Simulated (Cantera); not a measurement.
Feed: 1 mol HI, 0.075 mol H2O, equilibrated at 10.0 mbar.

These are equilibrium values from Cantera (NASA tables, ideal gas, pure condensed phases), not measurements of a reactor. Candidate condensed phases: H2O, I2; 12 gas species. Equilibrium is a limit: real reactors are often held back by kinetics, nucleation or transport.

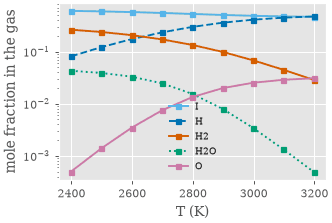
Equilibrium gas composition (values under 1e-9 drawn at 1e-9)

Q: Read off the mole fractions at 2398 K.

A: I about 0.60, H2 about 0.26, H about 0.081, H2O about 0.043, O about 0.00050.
